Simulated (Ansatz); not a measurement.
# Si(vinyl)3(NEt2) (C₁₀H₁₉NSi): a short trajectory

Aim: follow Si(vinyl)3(NEt2) (C₁₀H₁₉NSi) for 25 steps with a Nosé-Hoover thermostat (700 K) and see how far bonds stretch and how energy moves between motion and potential.

Method: PBE/def2-SVP with D3(BJ) with three-body dispersion; program: Ansatz 0.2.0, Gaussian basis.

### 1 The geometry

The structure was relaxed beforehand with r2SCAN-D4/def2-SVP.

31 atoms, charge 0, spin multiplicity 1.

Atoms are counted from 1 here; the program's logs count them from 0.

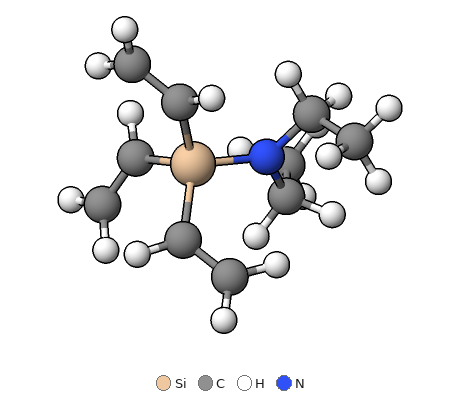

The structure; silicon light orange, carbon grey, hydrogen white, nitrogen blue.

### 2 Dynamics

Contents of in.yaml:

```yaml
crystal:
  periodic: [false, false, false]
  atoms:
    - {symbol: Si, position_ang: [0.514506, 0.643702, 0.479282]}
    - {symbol: C, position_ang: [0.960640, 0.166030, 2.235556]}
    - {symbol: C, position_ang: [2.203694, 0.233812, 2.738962]}
    - {symbol: H, position_ang: [0.152382, -0.137039, 2.918927]}
    - {symbol: H, position_ang: [3.059085, 0.540835, 2.123878]}
    - {symbol: H, position_ang: [2.427360, -0.014160, 3.784256]}
    - {symbol: C, position_ang: [2.075437, 1.013902, -0.493565]}
    - {symbol: C, position_ang: [2.256511, 2.107863, -1.252047]}
    - {symbol: H, position_ang: [2.878054, 0.259428, -0.489197]}
    - {symbol: H, position_ang: [1.492919, 2.893725, -1.318644]}
    - {symbol: H, position_ang: [3.164310, 2.268729, -1.847665]}
    - {symbol: C, position_ang: [-0.543740, 2.197463, 0.518992]}
    - {symbol: C, position_ang: [-1.862102, 2.191169, 0.263629]}
    - {symbol: H, position_ang: [-0.080133, 3.154671, 0.803332]}
    - {symbol: H, position_ang: [-2.378298, 1.264460, -0.020511]}
    - {symbol: H, position_ang: [-2.480259, 3.096008, 0.322751]}
    - {symbol: N, position_ang: [-0.364241, -0.674487, -0.248389]}
    - {symbol: C, position_ang: [-0.722748, -0.605694, -1.660828]}
    - {symbol: C, position_ang: [0.175478, -1.445294, -2.567239]}
    - {symbol: C, position_ang: [-0.802905, -1.866388, 0.462521]}
    - {symbol: C, position_ang: [-2.238009, -1.779145, 0.981214]}
    - {symbol: H, position_ang: [-0.679169, 0.449458, -1.986301]}
    - {symbol: H, position_ang: [-1.780434, -0.910602, -1.795967]}
    - {symbol: H, position_ang: [1.217449, -1.093760, -2.506520]}
    - {symbol: H, position_ang: [0.158864, -2.508862, -2.279812]}
    - {symbol: H, position_ang: [-0.152092, -1.378875, -3.617754]}
    - {symbol: H, position_ang: [-0.702602, -2.747314, -0.200676]}
    - {symbol: H, position_ang: [-0.118433, -2.057708, 1.306997]}
    - {symbol: H, position_ang: [-2.339576, -0.959390, 1.711284]}
    - {symbol: H, position_ang: [-2.948485, -1.584776, 0.161077]}
    - {symbol: H, position_ang: [-2.543443, -2.717762, 1.472437]}
basis:
  gaussian: {orbitals: def2-SVP}
magnetization: {spin_polarized: true, initial_magnetization: 0}
hamiltonian: {xc: {name: PBE}, dispersion: d3bjatm}
md: {timestep: 0.5 fs, n_steps: 25, ensemble: nvt_nose_hoover, temperature: 700, initial_velocities: maxwell_boltzmann, seed: 200}
scf: {omitted_lower_state_checks: [starts]}
```

Started as:

```bash
$ ansatz run in.yaml --threads 2 --pin off --events-out ev --progress --plain --max-ram 20480MiB --backend cuda --devices 0, --max-vram 18GiB
```

The log of the run, shortened:

```text
Functional definition: PBE
  name "PBE"
  cite "Perdew, Burke & Ernzerhof, Phys. Rev. Lett. 77, 3865 (1996) doi:10.1103/PhysRevLett.77.3865"
  parent pbe
[...]
3050 factors; their error is unknown
[...]
mean field -20014.49307855 eV, -735.5190543261 hartree, gradient 4.1e-5 eV, S^2 0.000000; 0 other end points of the search recorded, 0 dependent functions left out
[...]
reference -20014.49313003 eV, -735.5190562179 hartree; 50, 50 occupied and 217, 217 virtual orbitals, 3050 factors
md step     0: t =     0.00 fs  T =   700.0 K  F+E_penalty+E_count = -20015.45751783 eV  E_kin = 2.623978 eV  conserved = -20012.83353986 eV  (40 SCF iters)
[...]
md step     6: t =     3.00 fs  T =   441.9 K  F+E_penalty+E_count = -20014.47670200 eV  E_kin = 1.656503 eV  conserved = -20012.82038765 eV  (38 SCF iters)
[...]
md step    12: t =     6.00 fs  T =   412.1 K  F+E_penalty+E_count = -20014.36932126 eV  E_kin = 1.544595 eV  conserved = -20012.82602168 eV  (39 SCF iters)
[...]
md step    18: t =     9.00 fs  T =   296.0 K  F+E_penalty+E_count = -20013.92525223 eV  E_kin = 1.109562 eV  conserved = -20012.81870581 eV  (39 SCF iters)
[...]
md step    24: t =    12.00 fs  T =   491.8 K  F+E_penalty+E_count = -20014.66692766 eV  E_kin = 1.843435 eV  conserved = -20012.83037906 eV  (38 SCF iters)
[...]
Atom 15 at    -2.642142     3.030704     0.791661 Å, force     0.926213    -0.735377    -0.683016 eV/Å
Atom 16 at    -0.497730    -0.625928    -0.292846 Å, force     1.363007     1.015297    -0.054655 eV/Å
Atom 17 at    -0.658617    -0.620104    -1.759473 Å, force     1.102311     0.140991     0.393538 eV/Å
Atom 18 at     0.276880    -1.514572    -2.641933 Å, force    -0.269341    -0.088773     2.882055 eV/Å
Atom 19 at    -0.813047    -1.797093     0.493020 Å, force     0.947785    -0.600871     0.498259 eV/Å
Atom 20 at    -2.207746    -1.826680     1.089388 Å, force    -0.102154    -0.879138    -1.661290 eV/Å
Atom 21 at    -0.540924     0.443730    -2.050685 Å, force     0.082256     0.053612    -0.198804 eV/Å
Atom 22 at    -1.678081    -0.871047    -2.062577 Å, force    -0.766473    -0.222907     0.042632 eV/Å
Atom 23 at     1.363154    -1.400371    -2.517250 Å, force     0.188423     0.296609     0.281287 eV/Å
Atom 24 at     0.020234    -2.561424    -2.455712 Å, force     0.067608    -0.586262     0.152006 eV/Å
Atom 25 at     0.030117    -1.342176    -3.633699 Å, force    -0.566508     0.545500    -2.775546 eV/Å
Atom 26 at    -0.706192    -2.723536    -0.114078 Å, force     0.159217    -0.003644    -0.203315 eV/Å
Atom 27 at    -0.041076    -1.946433     1.356989 Å, force    -0.892282     0.277441    -1.109203 eV/Å
Atom 28 at    -2.309642    -1.193660     1.923294 Å, force    -0.243770     1.483918     1.553122 eV/Å
Atom 29 at    -3.004460    -1.586180     0.338222 Å, force     0.301115    -0.094814     0.235167 eV/Å
Atom 30 at    -2.349761    -2.846761     1.444171 Å, force    -0.455218    -0.643400     0.277031 eV/Å
Dipole moment:     0.097333     0.009511    -0.047058 e Å
Checks for a lower state left out: starts
```

Run time: 1.8 min. Hardware: 1 × H100 (card shared with other runs) with 2 threads of AMD EPYC 7R13, shared host; peak host memory 0.99 GiB.

### 3 Frames and traces

One row in 2; energies are counted from the first frame:

```
time (fs)  T (K)  potential (meV)  conserved (meV)  C19–H26 (Å)
      0.0    700              0.0             0.00        1.102
      1.0    630            267.7             4.62        1.041
      2.0    501            759.0            13.55        1.006
      3.0    442            980.8            13.15        1.016
      4.0    453            932.1             7.55        1.065
      5.0    454            930.0             6.37        1.131
      6.0    412           1088.2             7.52        1.192
      7.0    343           1349.7             9.40        1.233
      8.0    284           1575.4            13.21        1.247
      9.0    296           1532.3            14.83        1.233
     10.0    397           1149.9             8.65        1.191
     11.0    494            777.7             2.06        1.130
     12.0    492            790.6             3.16        1.064
```

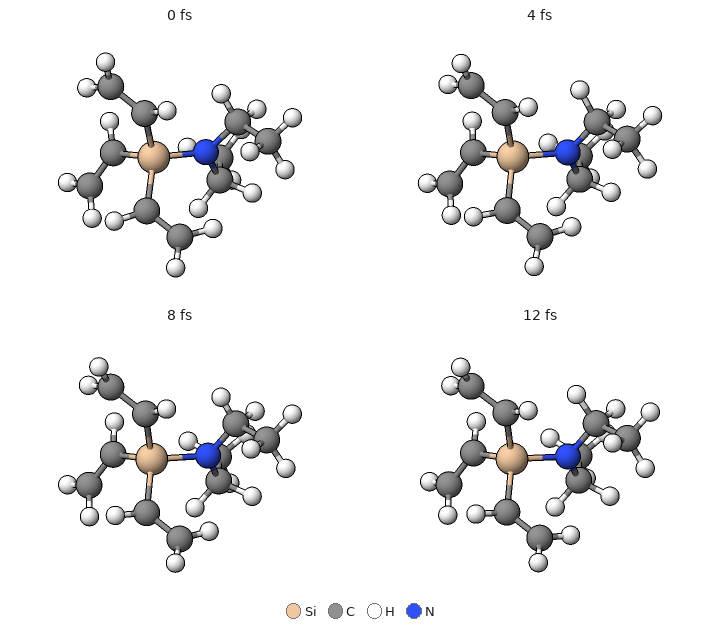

Four frames; sticks are those of the first frame.

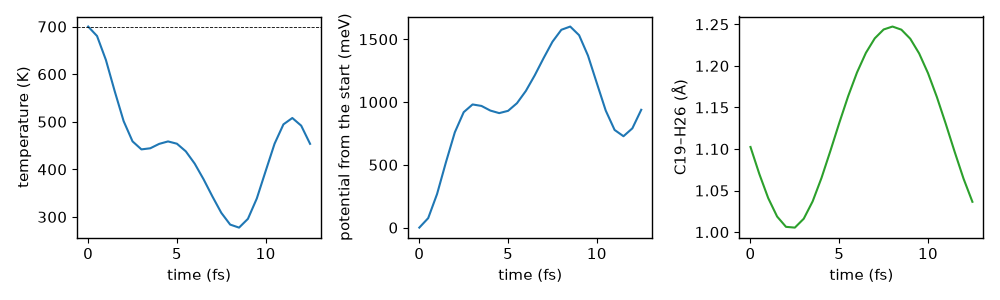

Temperature (the set value dashed), potential energy and the bond that swings most.

Positions (Å) and forces (eV/Å) at 12.5 fs:

```xyz
31

Si    0.536    0.698    0.444   -2.331   -1.303    0.711
C     0.919    0.121    2.274    0.042    0.281   -0.043
C     2.192    0.212    2.759   -1.521    0.103   -0.516
H     0.085   -0.148    3.005    0.649    0.514   -0.717
H     3.018    0.385    2.082    0.633    0.336   -0.372
H     2.413    0.210    3.821    0.204   -0.445    0.652
C     2.064    1.000   -0.497    0.752    0.642   -1.089
C     2.329    2.059   -1.316   -0.178   -0.956    0.919
H     2.706    0.120   -0.509    0.661   -0.375   -0.164
H     1.644    2.898   -1.262   -0.386    0.659   -0.229
H     3.189    2.151   -1.995    0.124   -0.130    0.024
C    -0.591    2.223    0.550    0.378    0.330    1.144
C    -1.930    2.237    0.363   -0.361    0.552    0.262
H    -0.133    3.034    1.182   -0.312   -0.109   -0.368
H    -2.384    1.416   -0.220   -0.196   -0.056    0.156
H    -2.642    3.031    0.792    0.926   -0.735   -0.683
N    -0.498   -0.626   -0.293    1.363    1.015   -0.055
C    -0.659   -0.620   -1.759    1.102    0.141    0.394
C     0.277   -1.515   -2.642   -0.269   -0.089    2.882
C    -0.813   -1.797    0.493    0.948   -0.601    0.498
C    -2.208   -1.827    1.089   -0.102   -0.879   -1.661
H    -0.541    0.444   -2.051    0.082    0.054   -0.199
H    -1.678   -0.871   -2.063   -0.766   -0.223    0.043
H     1.363   -1.400   -2.517    0.188    0.297    0.281
H     0.020   -2.561   -2.456    0.068   -0.586    0.152
H     0.030   -1.342   -3.634   -0.567    0.545   -2.776
H    -0.706   -2.724   -0.114    0.159   -0.004   -0.203
H    -0.041   -1.946    1.357   -0.892    0.277   -1.109
H    -2.310   -1.194    1.923   -0.244    1.484    1.553
H    -3.004   -1.586    0.338    0.301   -0.095    0.235
H    -2.350   -2.847    1.444   -0.455   -0.643    0.277
```

### 4 Summary of results

| quantity | value |
| --- | --- |
| length | 25 steps of 0.5 fs |
| temperature, first and last frame | 700, 454 K |
| temperature, second half | mean 387 K, from 278 to 508 K |
| swing of the potential | 1601 meV |
| largest change of the conserved energy | 14.87 meV |
| range of C19–H26 | 1.005 to 1.247 Å |

**Reading.** From 700 K at the start the temperature swings between 278 and 700 K: with 31 atoms it has no steady value yet; starting near a minimum, about half of the kinetic energy flows into the potential. The conserved energy moves by 14.87 meV, 0.9 % of the potential's swing, so the step is short enough for this stretch. C19–H26 swings most, by 0.24 Å; no bond breaks. A run of 12 fs gives no averages.
